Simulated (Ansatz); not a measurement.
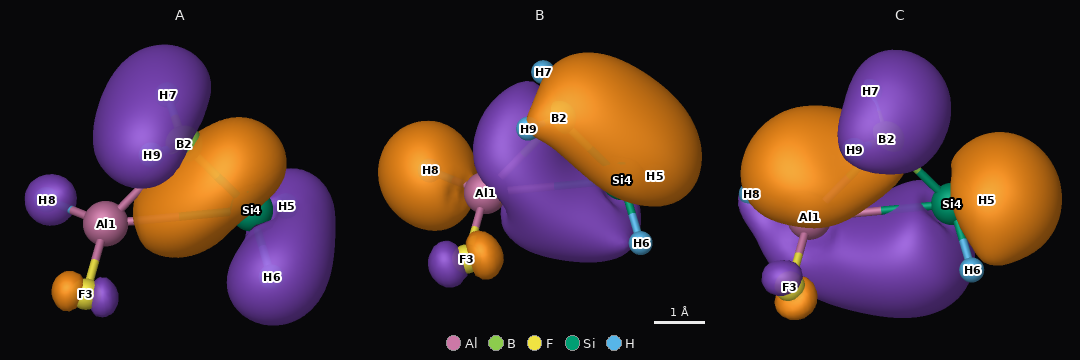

Figure. AlBFH₅Si. Three frontier orbitals at ±0.08 Å⁻³ᐟ² (orange and purple are the two phases), in no order.

Geometry: B3LYP/6-31G*.

These are results of Ansatz, isolated molecule in a Gaussian basis; Kohn-Sham density functional theory, functional PBE0, not measurements.

Input file:

```
crystal:
  periodic: [false, false, false]
  atoms:
    - symbol: Al
      position_ang: [0.526290, -1.146387, -0.069314]
    - symbol: B
      position_ang: [-0.888958, 0.520379, -0.401128]
    - symbol: F
      position_ang: [1.169386, -1.427473, 1.439412]
    - symbol: Si
      position_ang: [0.650984, 1.579052, -0.462323]
    - symbol: H
      position_ang: [1.322804, 1.979388, -1.726170]
    - symbol: H
      position_ang: [1.474473, 1.986562, 0.704964]
    - symbol: H
      position_ang: [-1.399868, 0.147048, -1.416169]
    - symbol: H
      position_ang: [0.475134, -2.395887, -1.043251]
    - symbol: H
      position_ang: [-1.288528, 0.088227, 0.657870]
basis:
  gaussian: {orbitals: def2-TZVPD}
hamiltonian: {xc: {name: PBE0}}
output: {forces: true, orbitals: {seedname: orbitals}}
```

Command:

```sh
ansatz run input.yaml --threads 1 --pin off --max-ram 2610MiB --events-out events.jsonl --progress --plain --runs-dir runs
```

**Which picture is the HOMO−1, the HOMO and the LUMO?**

A is the HOMO−1 (−9.43 eV). Its weight (Hirshfeld) is mainly on Si4 (about 30 %), B2 (about 30 %), H7 (about 10 %), H6 (about 10 %), Al1 (about 5 %) and H9 (about 5 %). B is the HOMO (−7.35 eV). By Hirshfeld shares it lies mainly on Si4 (about 35 %), B2 (about 25 %), Al1 (about 20 %) and H8 (about 10 %). C is the LUMO (−2.61 eV). It lies mainly on Si4 (about 30 %), Al1 (about 30 %) and B2 (about 25 %).

**What is the HOMO–LUMO gap?**

4.74 eV between the orbital energies.
